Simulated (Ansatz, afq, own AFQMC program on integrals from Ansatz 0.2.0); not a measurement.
**BNH2 (triplet): AFQMC on the coupled-cluster ladder at distance B1–N2 = 1.367 Å, cc-pVDZ, part 1 of 2**

Aim: compute BNH2 (triplet) with auxiliary-field quantum Monte Carlo on the same integrals as coupled cluster, and set the energies side by side.

Computed with Ansatz 0.2.0, Gaussian basis, and an in-house AFQMC program (afq) on its integrals; all values are calculated. Level: cc-pVDZ, frozen cores.

Plan: PBE (unrestricted); r2SCAN (unrestricted); PBE0 (unrestricted); B3LYP (unrestricted); wB97M-V (unrestricted); B2PLYP (unrestricted); CCSD(T) on UHF; CCSDT(Q) on UHF; Phaseless AFQMC, CISD trial on UHF; Phaseless AFQMC, single-determinant trial on UHF; Free-projection AFQMC, CISD trial on UHF.

## 1. The system

The geometry derives from a PBE0/def2-TZVP stationary point (not a proven minimum). One bond is set to the value named and the two fragments are kept rigid.

4 atoms, charge 0, spin multiplicity 3.

Atoms are counted from 1 here; the program's logs count them from 0.

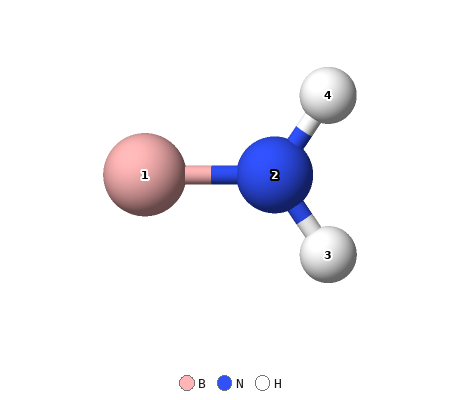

The structure; boron pink, nitrogen blue, hydrogen white; atoms are numbered from 1 in the order of the file.

## 2. PBE (unrestricted)

in.yaml

```yaml
crystal:
  periodic: [false, false, false]
  atoms:
    - {symbol: B, position_ang: [0.000000, 0.000000, 0.858848]}
    - {symbol: N, position_ang: [0.000000, 0.000000, -0.508608]}
    - {symbol: H, position_ang: [0.000000, -0.840950, -1.072031]}
    - {symbol: H, position_ang: [0.000000, 0.840950, -1.072031]}
basis:
  gaussian: {orbitals: cc-pVDZ}
magnetization: {spin_polarized: true, initial_magnetization: 2}
hamiltonian: {xc: {name: PBE}}
output: {orbitals: {seedname: orbitals}}
```

The run is started by

```bash
$ ansatz run in.yaml --threads 1 --pin off --events-out ev --progress --plain --max-ram 1382MiB
```

The program printed:

```text
Functional definition: PBE
  name "PBE"
  cite "Perdew, Burke & Ernzerhof, Phys. Rev. Lett. 77, 3865 (1996) doi:10.1103/PhysRevLett.77.3865"
  parent pbe
  parameter kappa = 0.804
  parameter beta = 0.06672455060314922
  exchange = pbe_x(kappa = kappa, mu = beta*pi^2/3)
  correlation = pbe_c(beta = beta)
468 factors; their error is unknown
mean field evaluation 1: about -2185.8126 eV, gradient 4.0e1 eV
mean field evaluation 2: about -2160.3050 eV, gradient 7.7e1 eV
mean field evaluation 4: about -2192.1522 eV, gradient 3.8e0 eV
mean field evaluation 8: about -2192.2431 eV, gradient 3.9e-2 eV
mean field evaluation 16: about -2192.2226 eV, gradient 5.3e-5 eV
mean field -2192.22259580 eV, -80.5626944539 hartree, gradient 5.3e-5 eV, S^2 2.011162; 0 other end points of the search recorded, 0 dependent functions left out
reference -2192.22262441 eV, -80.5626955050 hartree; 8, 6 occupied and 30, 32 virtual orbitals, 468 factors
Total energy: -2192.22262441 eV, -80.5626955050 hartree
```

Run time: 1.1 s. Hardware: 1 thread of Arm Neoverse N1, shared host.

From the report: ⟨S²⟩ of the determinant 2.011 (pure triplet: 2.00).

## 3. r2SCAN (unrestricted)

Changes to in.yaml since step 2:

```diff
@@ -10,3 +10,2 @@
 magnetization: {spin_polarized: true, initial_magnetization: 2}
-hamiltonian: {xc: {name: PBE}}
-output: {orbitals: {seedname: orbitals}}
+hamiltonian: {xc: {name: r2SCAN}}
```

Launched as before.

The program printed:

```text
Functional definition: r2SCAN
  name "r2SCAN"
  cite "Furness, Kaplan, Ning, Perdew & Sun, J. Phys. Chem. Lett. 11, 8208 (2020) doi:10.1021/acs.jpclett.0c02405"
  cite "Furness, Kaplan, Ning, Perdew & Sun, J. Phys. Chem. Lett. 11, 9248 (2020) doi:10.1021/acs.jpclett.0c03077"
  parent r2scan
  parameter k0 = 0.174
  parameter k1 = 0.065
  parameter a1 = 4.9479
  exchange = r2scan_x(k0 = k0, k1 = k1, a1 = a1)
  correlation = r2scan_c
468 factors; their error is unknown
mean field evaluation 1: about -2188.7248 eV, gradient 3.7e1 eV
mean field evaluation 2: about -2173.4474 eV, gradient 6.4e1 eV
mean field evaluation 4: about -2194.1091 eV, gradient 2.3e0 eV
mean field evaluation 8: about -2194.1399 eV, gradient 5.4e-2 eV
mean field evaluation 16: about -2194.1193 eV, gradient 1.1e-5 eV
mean field -2194.11931232 eV, -80.6323975003 hartree, gradient 1.1e-5 eV, S^2 2.013605; 0 other end points of the search recorded, 0 dependent functions left out
reference -2194.11932149 eV, -80.6323978371 hartree; 8, 6 occupied and 30, 32 virtual orbitals, 468 factors
Total energy: -2194.11932149 eV, -80.6323978371 hartree
```

Wall time 2.4 s (1 thread of Arm Neoverse N1, shared host).

From the report: ⟨S²⟩ of the determinant 2.014 (pure triplet: 2.00).

## 4. PBE0 (unrestricted)

Changes to in.yaml since step 3:

```diff
@@ -10,2 +10,3 @@
 magnetization: {spin_polarized: true, initial_magnetization: 2}
-hamiltonian: {xc: {name: r2SCAN}}
+hamiltonian: {xc: {name: PBE0}}
+output: {orbitals: {seedname: orbitals}}
```

Launched as before.

The program printed:

```text
Functional definition: PBE0
  name "PBE0"
  cite "Adamo & Barone, J. Chem. Phys. 110, 6158 (1999) doi:10.1063/1.478522"
  cite "Perdew, Burke & Ernzerhof, Phys. Rev. Lett. 77, 3865 (1996) doi:10.1103/PhysRevLett.77.3865"
  parent pbe
  parameter a = 0.25
  parameter kappa = 0.804
  parameter beta = 0.06672455060314922
  exchange = (1 - a)*pbe_x(kappa = kappa, mu = beta*pi^2/3) + a*exact_x
  correlation = pbe_c(beta = beta)
355 factors; integrals over basis functions are off by at most 1.3e-3 eV
mean field evaluation 1: about -2188.3133 eV, gradient 3.2e1 eV
mean field evaluation 2: about -2182.2850 eV, gradient 4.7e1 eV
mean field evaluation 4: about -2192.5413 eV, gradient 1.2e0 eV
mean field evaluation 8: about -2192.5491 eV, gradient 1.7e-2 eV
mean field -2192.54909739 eV, -80.5746931660 hartree, gradient 8.7e-5 eV, S^2 2.011413; 0 other end points of the search recorded, 0 dependent functions left out
reference -2192.54911921 eV, -80.5746939678 hartree; 8, 6 occupied and 30, 32 virtual orbitals, 355 factors
Total energy: -2192.54911921 eV, -80.5746939678 hartree
```

Run time: 1 s. Hardware: 1 thread of Arm Neoverse N1, shared host.

From the report: ⟨S²⟩ of the determinant 2.011 (pure triplet: 2.00).

## 5. B3LYP (unrestricted)

Changes to in.yaml since step 4:

```diff
@@ -10,3 +10,2 @@
 magnetization: {spin_polarized: true, initial_magnetization: 2}
-hamiltonian: {xc: {name: PBE0}}
-output: {orbitals: {seedname: orbitals}}
+hamiltonian: {xc: {name: B3LYP}}
```

The command is unchanged.

The program printed:

```text
Functional definition: B3LYP
  name "B3LYP"
  cite "Stephens, Devlin, Chabalowski & Frisch, J. Phys. Chem. 98, 11623 (1994) doi:10.1021/j100096a001"
  cite "Becke, Phys. Rev. A 38, 3098 (1988) doi:10.1103/PhysRevA.38.3098"
  cite "Lee, Yang & Parr, Phys. Rev. B 37, 785 (1988) doi:10.1103/PhysRevB.37.785"
  cite "Vosko, Wilk & Nusair, Can. J. Phys. 58, 1200 (1980) doi:10.1139/p80-159"
  parameter a0 = 0.2
  parameter ax = 0.72
  parameter ac = 0.81
  exchange = (1 - a0 - ax)*slater_x + ax*b88_x + a0*exact_x
  correlation = (1 - ac)*vwn_rpa_c + ac*lyp_c
355 factors; integrals over basis functions are off by at most 1.3e-3 eV
mean field evaluation 1: about -2190.2120 eV, gradient 3.5e1 eV
mean field evaluation 2: about -2179.7154 eV, gradient 5.7e1 eV
mean field evaluation 4: about -2195.2598 eV, gradient 1.6e0 eV
mean field evaluation 8: about -2195.2744 eV, gradient 5.2e-2 eV
mean field -2195.27444850 eV, -80.6748479719 hartree, gradient 6.6e-5 eV, S^2 2.006449; 0 other end points of the search recorded, 0 dependent functions left out
reference -2195.27462770 eV, -80.6748545574 hartree; 8, 6 occupied and 30, 32 virtual orbitals, 355 factors
Total energy: -2195.27462770 eV, -80.6748545574 hartree
```

Run time: 1.1 s. Hardware: 1 thread of Arm Neoverse N1, shared host.

From the report: ⟨S²⟩ of the determinant 2.006 (pure triplet: 2.00).

## 6. wB97M-V (unrestricted)

Changes to in.yaml since step 5:

```diff
@@ -10,2 +10,3 @@
 magnetization: {spin_polarized: true, initial_magnetization: 2}
-hamiltonian: {xc: {name: B3LYP}}
+hamiltonian: {xc: {name: wB97M-V}}
+output: {orbitals: {seedname: orbitals}}
```

Same command.

The program printed:

```text
Functional definition: wB97M-V
  name "wB97M-V"
  cite "Mardirossian & Head-Gordon, J. Chem. Phys. 144, 214110 (2016) doi:10.1063/1.4952647"
  cite "Becke, J. Chem. Phys. 107, 8554 (1997) doi:10.1063/1.475007"
  cite "Vydrov & Van Voorhis, J. Chem. Phys. 133, 244103 (2010) doi:10.1063/1.3521275"
  # Of w^i u^j: cxij and so on, Table III.
  parameter omega = 0.3/bohr
  parameter cx = 0.15
  parameter cx01 = 1.007
  parameter cx10 = 0.259
  parameter css00 = 0.443
  parameter css04 = -1.437
  parameter css10 = -4.535
  parameter css20 = -3.390
  parameter css43 = 4.278
  parameter cos00 = 1.000
  parameter cos10 = 1.358
  parameter cos20 = 2.924
  parameter cos21 = -8.812
  parameter cos60 = -1.390
  parameter cos61 = 9.142
  parameter b = 6.0
  parameter c = 0.01
  gx(w, u) = 1 - cx + cx01*u + cx10*w
  gss(w, u) = css00 + css04*u^4 + css10*w + css20*w^2 + css43*w^4*u^3
  gos(w, u) = cos00 + cos10*w + (cos20 + cos21*u)*w^2 + (cos60 + cos61*u)*w^6
  exchange = spin_sum(e_x_unif_sr(omega)*gx(b97_w, b97_u_x)) + cx*exact_x_sr(omega) + exact_x_lr(omega)
  correlation = spin_sum(e_c_pw_mod_same_spin*gss(b97_w, b97_u_same))
      + integral(e_c_pw_mod_opposite_spin*gos(b97_w_opposite, b97_u_opposite)) + vv10(b, c)
355 factors; integrals over basis functions are off by at most 1.3e-3 eV
116 factors; integrals over basis functions are off by at most 4.3e-6 eV
mean field evaluation 1: about -2191.0334 eV, gradient 2.5e1 eV
mean field evaluation 2: about -2191.4202 eV, gradient 2.5e1 eV
mean field evaluation 4: about -2193.9955 eV, gradient 8.4e-1 eV
mean field evaluation 8: about -2194.0075 eV, gradient 3.1e-2 eV
mean field evaluation 16: about -2194.0075 eV, gradient 4.3e-5 eV
mean field -2194.00753535 eV, -80.6282897725 hartree, gradient 4.3e-5 eV, S^2 2.009148; 0 other end points of the search recorded, 0 dependent functions left out
reference -2194.00756417 eV, -80.6282908316 hartree; 8, 6 occupied and 30, 32 virtual orbitals, 355 factors
Total energy: -2194.00756417 eV, -80.6282908316 hartree
```

Run time: 4.3 s. Hardware: 1 thread of Arm Neoverse N1, shared host.

From the report: ⟨S²⟩ of the determinant 2.009 (pure triplet: 2.00).

## 7. B2PLYP (unrestricted)

Changes to in.yaml since step 6:

```diff
@@ -10,3 +10,3 @@
 magnetization: {spin_polarized: true, initial_magnetization: 2}
-hamiltonian: {xc: {name: wB97M-V}}
-output: {orbitals: {seedname: orbitals}}
+hamiltonian: {xc: {name: B2PLYP}}
+correlation: {electrons: outside_noble_gas}
```

Launched as before.

The program printed:

```text
Functional definition: B2PLYP
  name "B2PLYP"
  cite "Grimme, J. Chem. Phys. 124, 034108 (2006) doi:10.1063/1.2148954"
  cite "Becke, Phys. Rev. A 38, 3098 (1988) doi:10.1103/PhysRevA.38.3098"
  cite "Lee, Yang & Parr, Phys. Rev. B 37, 785 (1988) doi:10.1103/PhysRevB.37.785"
  parameter a = 0.53
  parameter c = 0.27
  exchange = (1 - a)*b88_x + a*exact_x
  correlation = (1 - c)*lyp_c + c*(mp2_os + mp2_ss)
355 factors; integrals over basis functions are off by at most 1.3e-3 eV
mean field evaluation 1: about -2187.8047 eV, gradient 2.6e1 eV
mean field evaluation 2: about -2187.8033 eV, gradient 2.6e1 eV
mean field evaluation 4: about -2190.8485 eV, gradient 2.4e0 eV
mean field evaluation 8: about -2190.9092 eV, gradient 1.1e-1 eV
mean field evaluation 16: about -2190.9096 eV, gradient 9.5e-6 eV
mean field -2190.90961997 eV, -80.5144434821 hartree, gradient 9.5e-6 eV, S^2 2.008924; 0 other end points of the search recorded, 0 dependent functions left out
2 core orbitals not correlated: weight in the atoms' cores, before any rotation towards them, 1.000 or more for the frozen orbitals, at most 0.000 for the correlated occupied ones
reference -2190.90973495 eV, -80.5144477073 hartree; 6, 4 occupied and 30, 32 virtual orbitals, 355 factors
second order -7.09404134 eV of doubles, -0.00000000 eV of singles
Total energy: -2192.82512611 eV, -80.5848370342 hartree
```

It took 1.3 s on 1 thread of Arm Neoverse N1, shared host.

From the report: ⟨S²⟩ of the determinant 2.009 (pure triplet: 2.00).

## 8. CCSD(T) on UHF

Changes to in.yaml since step 7:

```diff
@@ -10,3 +10,2 @@
 magnetization: {spin_polarized: true, initial_magnetization: 2}
-hamiltonian: {xc: {name: B2PLYP}}
-correlation: {electrons: outside_noble_gas}
+correlation: {method: ccsd_t, electrons: outside_noble_gas, hamiltonian_folder: ham}
```

Same command.

The program printed:

```text
Functional definition: HF
  name "HF"
  cite "Fock, Z. Phys. 61, 126 (1930) doi:10.1007/BF01340294"
  parent pbe
  exchange = exact_x
  correlation = 0
355 factors; integrals over basis functions are off by at most 1.3e-3 eV
mean field evaluation 1: about -2180.1044 eV, gradient 1.8e1 eV
mean field evaluation 2: about -2180.1049 eV, gradient 1.8e1 eV
mean field evaluation 4: about -2182.3936 eV, gradient 3.2e0 eV
mean field evaluation 8: about -2182.5780 eV, gradient 1.4e-1 eV
mean field evaluation 16: about -2182.3931 eV, gradient 3.2e0 eV
mean field evaluation 32: about -2180.8592 eV, gradient 8.3e-4 eV
mean field evaluation 64: about -2178.3844 eV, gradient 6.4e-2 eV
mean field -2182.57865849 eV, -80.2082862946 hartree, gradient 2.1e-6 eV, S^2 2.022010; 1 other end points of the search recorded, 0 dependent functions left out
determinant -2182.57865849 eV, -80.2082862946 hartree, with singles and doubles -2188.82705088 eV, -80.4379104795 hartree
determinant -2180.85917001 eV, -80.1450962585 hartree, with singles and doubles -2186.92548834 eV, -80.3680293453 hartree
2 core orbitals not correlated: weight in the atoms' cores, before any rotation towards them, 1.000 or more for the frozen orbitals, at most 0.000 for the correlated occupied ones
reference -2182.57865849 eV, -80.2082862946 hartree; 6, 4 occupied and 30, 32 virtual orbitals, 355 factors
second order -5.74896606 eV of doubles, -0.00000000 eV of singles
cycle   1  -6.24868019 eV  change   -2.9e-4 eV  update   9.1e-4
cycle   2  -6.24891994 eV  change   -2.4e-4 eV  update   6.2e-4
cycle   3  -6.24891394 eV  change    6.0e-6 eV  update   2.2e-4
cycle   4  -6.24896128 eV  change   -4.7e-5 eV  update   9.3e-5
cycle   5  -6.24913418 eV  change   -1.7e-4 eV  update   2.7e-5
cycle   6  -6.24915275 eV  change   -1.9e-5 eV  update   8.0e-6
cycle   7  -6.24914616 eV  change    6.6e-6 eV  update   2.3e-6
perturbative correction -0.17257380 eV, -0.0063419701 hartree
Total energy: -2189.00037844 eV, -80.4442801500 hartree
```

It took 1.6 s on 1 thread of Arm Neoverse N1, shared host.

From the report: ⟨S²⟩ of the determinant 2.022 (pure triplet: 2.00); correlation -6.4217 eV; T1 0.017; largest double amplitude 0.06.

This run also writes the integrals to the folder ham.

(Continued in part 2 of 2.)
